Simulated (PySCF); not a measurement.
**Two runs on C4H3F2O2**

System: C4H3F2O2, charge −1.
Method of run A: GIAO PBE0/pcSseg-1 NMR shielding, non-relativistic, gas phase (PySCF 2.14.0).

The geometry comes from this level: GFN2-xTB, MD frame at 250 fs, 300 K. Text and figures count atoms from 1; the logs count them from 0 in places.

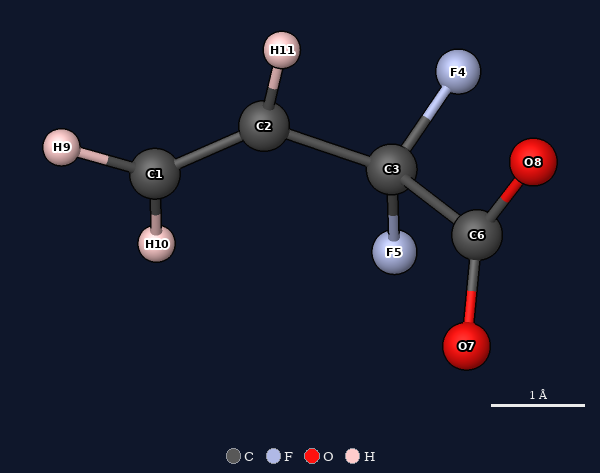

**Figure 1.** The structure (ball-and-stick view, seen at a tilt; atoms are numbered from 1 in the order of the input). Bond lengths as drawn: C–C 1.36 to 1.71 Å, C–F 1.35 to 1.36 Å, C–H 1.07 to 1.16 Å and C–O 1.18 to 1.21 Å.

## Input file, run A
```
{"job": {"kind": "nmr", "xc": "PBE0", "basis": "pcSseg-1", "pop": false}, "charge": -1, "multiplicity": 1}
C      1.683500    -0.518900    -0.198500
C      0.559200    -0.922600     0.444800
C     -0.837100    -0.936800    -0.141000
F     -1.373100    -2.181500    -0.014300
F     -0.917600    -0.681400    -1.463400
C     -1.928100     0.153400     0.600500
O     -1.981900     1.232900     0.062500
O     -2.465100    -0.298800     1.545900
H      2.684600    -0.359300     0.374200
H      1.619600    -0.283900    -1.286100
H      0.435700    -1.326500     1.425700
```

The first line tells a small driver script what to run in PySCF; the rest is the geometry in Å.

Command:
```bash
OMP_NUM_THREADS=1 python <driver script> task.json out
```

Hardware: 1 CPU thread, shared host.

## Output (run A)
```
coarse grid: 10552 points
cycle   1  E = -503.4563818719  dE =  1.275e+00  |g| = 1.238e+00  |ddm| = 3.038e+00
cycle   2  E = -502.9594332408  dE =  4.969e-01  |g| = 2.085e+00  |ddm| = 2.470e+00
cycle   3  E = -503.7243339333  dE = -7.649e-01  |g| = 1.768e-01  |ddm| = 1.744e+00
cycle   4  E = -503.7300109145  dE = -5.677e-03  |g| = 9.052e-02  |ddm| = 2.300e-01
cycle   5  E = -503.7313924401  dE = -1.382e-03  |g| = 4.603e-02  |ddm| = 8.820e-02
cycle   6  E = -503.7318285039  dE = -4.361e-04  |g| = 8.975e-03  |ddm| = 3.509e-02
cycle   7  E = -503.7318401354  dE = -1.163e-05  |g| = 4.021e-03  |ddm| = 8.334e-03
cycle   8  E = -503.7318433657  dE = -3.230e-06  |g| = 1.023e-03  |ddm| = 3.056e-03
final grid: 106576 points
cycle   9  E = -503.8140716619  dE = -1.945e-05  |g| = 1.242e-02  |ddm| = 2.211e-02
cycle  10  E = -503.8140322012  dE =  3.946e-05  |g| = 1.946e-02  |ddm| = 2.223e-02
cycle  11  E = -503.8140998859  dE = -6.768e-05  |g| = 9.512e-04  |ddm| = 1.327e-02
cycle  12  E = -503.8141000653  dE = -1.794e-07  |g| = 3.760e-04  |ddm| = 9.843e-04
cycle  13  E = -503.8141000901  dE = -2.478e-08  |g| = 1.793e-04  |ddm| = 3.624e-04
cycle  14  E = -503.8141000964  dE = -6.348e-09  |g| = 3.138e-05  |ddm| = 1.425e-04
cycle  15  E = -503.8141000966  dE = -1.521e-10  |g| = 1.504e-05  |ddm| = 3.249e-05
converged SCF energy = -503.8141000966

GIAO shielding tensors (ppm)
atom      isotropic    diamagn.    paramagn.     s11        s22        s33       span
  0 C       72.821     255.081    -182.260    -33.234     89.340    162.356    195.590
  1 C       29.819     256.140    -226.321    -85.729     27.738    147.449    233.178
  2 C       57.536     243.216    -185.680     45.997     59.384     67.226     21.229
  3 F      306.952     472.983    -166.031    199.771    340.145    380.941    181.170
  4 F      329.328     477.320    -147.991    235.063    349.792    403.130    168.067
  5 C       32.650     246.862    -214.213    -60.162     34.132    123.979    184.141
  6 O       62.375     406.662    -344.287    -78.363     32.480    233.007    311.371
  7 O       56.303     404.379    -348.076    -80.240      9.658    239.492    319.733
  8 H       25.395      27.844      -2.450     23.102     24.151     28.932      5.830
  9 H       25.562      30.964      -5.402     23.009     24.110     29.566      6.557
 10 H       25.092      32.121      -7.029     21.447     24.618     29.212      7.764
```

For run B the input was changed thus:
```diff
-C      1.683500    -0.518900    -0.198500
-C      0.559200    -0.922600     0.444800
-C     -0.837100    -0.936800    -0.141000
-F     -1.373100    -2.181500    -0.014300
-F     -0.917600    -0.681400    -1.463400
-C     -1.928100     0.153400     0.600500
-O     -1.981900     1.232900     0.062500
-O     -2.465100    -0.298800     1.545900
-H      2.684600    -0.359300     0.374200
-H      1.619600    -0.283900    -1.286100
-H      0.435700    -1.326500     1.425700
+C      1.472000    -0.250500     0.070000
+C      0.653100    -1.199900     0.464600
+C     -0.800700    -1.362100    -0.003100
+F     -1.029100    -2.774600     0.050900
+F     -1.014200    -1.084900    -1.292800
+C     -1.658000    -0.269600     0.963600
+O     -1.147900     0.845800     0.870100
+O     -2.590700    -0.671100     1.610300
+H      2.573500    -0.198200     0.460700
+H      1.311300     0.436200    -0.756800
+H      0.962200    -1.892000     1.190800
```

Predict how the results change.

With the same method and basis, run B lies 1.3 kcal/mol higher. The HOMO goes from −1.48 to −1.71 eV. The LUMO goes from 3.43 to 3.95 eV. Of all shieldings, the largest change is that of O7, by −32.3 ppm. The number of SCF iterations is the same.

## Output (run B)
```
coarse grid: 10552 points
cycle   1  E = -503.4343777531  dE =  1.201e+00  |g| = 1.274e+00  |ddm| = 3.030e+00
cycle   2  E = -502.7928870651  dE =  6.415e-01  |g| = 2.289e+00  |ddm| = 2.701e+00
cycle   3  E = -503.7189779413  dE = -9.261e-01  |g| = 2.066e-01  |ddm| = 1.971e+00
cycle   4  E = -503.7260863226  dE = -7.108e-03  |g| = 1.155e-01  |ddm| = 2.775e-01
cycle   5  E = -503.7282665945  dE = -2.180e-03  |g| = 5.646e-02  |ddm| = 1.095e-01
cycle   6  E = -503.7288771671  dE = -6.106e-04  |g| = 1.195e-02  |ddm| = 4.483e-02
cycle   7  E = -503.7288998705  dE = -2.270e-05  |g| = 4.629e-03  |ddm| = 1.072e-02
cycle   8  E = -503.7289046946  dE = -4.824e-06  |g| = 9.308e-04  |ddm| = 3.645e-03
final grid: 106576 points
cycle   9  E = -503.8120447525  dE = -2.649e-05  |g| = 1.233e-02  |ddm| = 2.280e-02
cycle  10  E = -503.8120032289  dE =  4.152e-05  |g| = 1.977e-02  |ddm| = 2.226e-02
cycle  11  E = -503.8120721262  dE = -6.890e-05  |g| = 1.240e-03  |ddm| = 1.344e-02
cycle  12  E = -503.8120724567  dE = -3.305e-07  |g| = 4.029e-04  |ddm| = 1.215e-03
cycle  13  E = -503.8120724848  dE = -2.812e-08  |g| = 2.190e-04  |ddm| = 4.254e-04
cycle  14  E = -503.8120724942  dE = -9.397e-09  |g| = 4.483e-05  |ddm| = 1.663e-04
cycle  15  E = -503.8120724945  dE = -2.852e-10  |g| = 2.178e-05  |ddm| = 4.448e-05
converged SCF energy = -503.8120724945

GIAO shielding tensors (ppm)
atom      isotropic    diamagn.    paramagn.     s11        s22        s33       span
  0 C       66.654     252.935    -186.281    -36.288     75.299    160.952    197.239
  1 C       36.282     256.544    -220.261    -80.976     52.458    137.364    218.339
  2 C       51.423     243.547    -192.124     31.979     51.966     70.324     38.345
  3 F      291.220     474.199    -182.979    160.124    339.906    373.632    213.508
  4 F      314.797     476.144    -161.347    221.654    339.891    382.846    161.191
  5 C       27.635     245.936    -218.300    -69.666     41.093    111.479    181.144
  6 O       30.053     408.329    -378.276   -117.136    -27.545    234.841    351.977
  7 O       26.898     400.562    -373.663   -134.059    -55.254    270.009    404.068
  8 H       25.644      27.503      -1.859     23.771     24.435     28.727      4.956
  9 H       26.171      31.669      -5.498     23.411     25.419     29.682      6.271
 10 H       25.769      32.370      -6.601     22.322     25.704     29.282      6.959
```

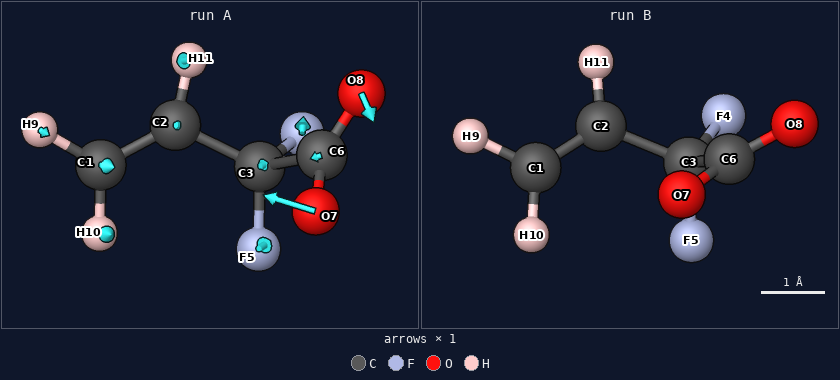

**Figure 2.** The two input geometries at one scale (ball-and-stick view, seen at a tilt). The teal arrows on the first give the shifts of the atoms after the best rigid fit, at true length. O7 moves most after the best rigid fit: 0.91 Å. By element the largest moves are O 0.91 Å, H 0.62 Å, F 0.45 Å, C 0.37 Å. Among the contacts that change: C3–F4 1.361 → 1.432 Å, C1–C2 1.357 → 1.314 Å, C1–H10 1.115 → 1.087 Å, C6–O8 1.178 → 1.204 Å.

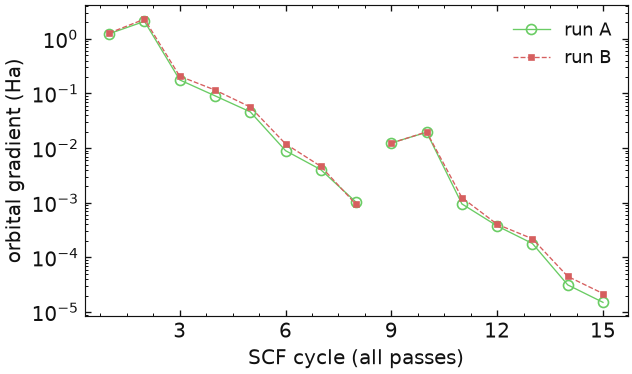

**Figure 3.** Convergence of the two runs: orbital gradient against the SCF cycle. A break in a curve parts two SCF passes (coarse and final grid). Run A takes 15 cycles in all, and run B takes 15.

## The two runs side by side

```tsv
quantity	run A	run B
outcome	converged	converged
total energy (hartree)	−503.814100	−503.812072
HOMO (eV)	−1.48	−1.71
LUMO (eV)	3.43	3.95
shielding of C1 (ppm)	72.8	66.7
shielding of C2 (ppm)	29.8	36.3
shielding of C3 (ppm)	57.5	51.4
shielding of F4 (ppm)	307.0	291.2
shielding of F5 (ppm)	329.3	314.8
shielding of O7 (ppm)	62.4	30.1
shielding of O8 (ppm)	56.3	26.9
SCF iterations	15	15
basis functions	151	151
wall time (shared host)	30 s	27 s
```
